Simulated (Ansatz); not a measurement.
System: CH$_{2}$GaSb (SMILES [CH2]=[Sb][Ga]).

Input

```
basis:
  gaussian:
    orbitals: def2-TZVPD
crystal:
  periodic: [false, false, false]
  atoms:
    - {symbol: C, position_ang: [-0.560713, 1.322397, 0.464789]}
    - {symbol: Ga, position_ang: [-2.864898, 1.928237, 1.516915]}
    - {symbol: Sb, position_ang: [-1.621511, 2.414437, -0.858343]}
    - {symbol: H, position_ang: [0.449706, 0.945114, 0.251246]}
    - {symbol: H, position_ang: [-0.866082, 1.002440, 1.494214]}
hamiltonian:
  xc: pbe0
output: {forces: true, orbitals: {seedname: orbitals}}
```

Launched as:

```sh
ansatz run input.yaml --threads 1 --pin off --max-ram 2610MiB --events-out events.jsonl --progress --plain --runs-dir runs
```

Geometry: r2SCAN-D4/def2-SVP; core potentials replace the inner electrons of Sb.

Level of theory: isolated molecule in a Gaussian basis; Kohn-Sham density functional theory, functional PBE0 (Ansatz 0.2.0).

**Predict the electron density and electron localisation function between the atoms.**

C–Sb (2.02 Å): the density is about 0.87 e/Å³ at the midpoint; the ELF peaks at about 0.85 in the valence shell of C, 0.7 Å from its nucleus, and drops to about 0.20 between the two atoms.
Ga–Sb (2.72 Å): the density is about 0.37 e/Å³ at the midpoint; the ELF is about 0.65 at the midpoint.
C–H (1.10 Å): ρ at the midpoint is about 2 e/Å³; the ELF climbs to about 1 towards the hydrogen, as it does in any bond to H (an ordinary covalent bond to hydrogen).

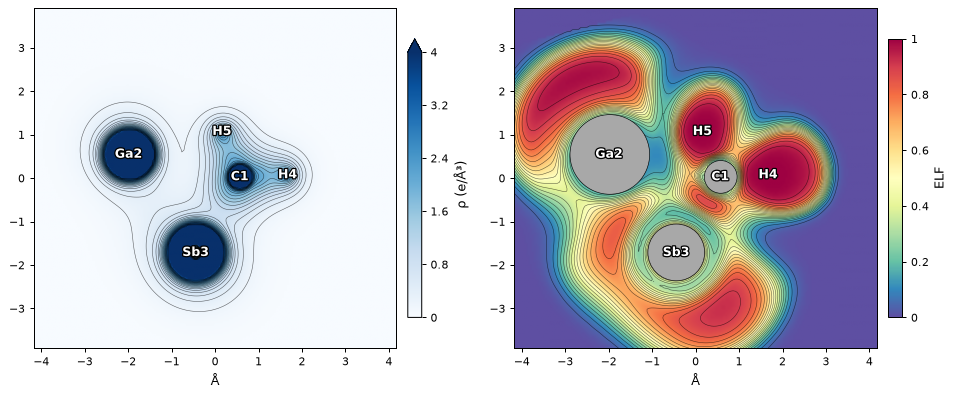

Computed electron density and electron localisation function on the molecular plane, in this order. Grey discs cover the atomic cores in the ELF map. 
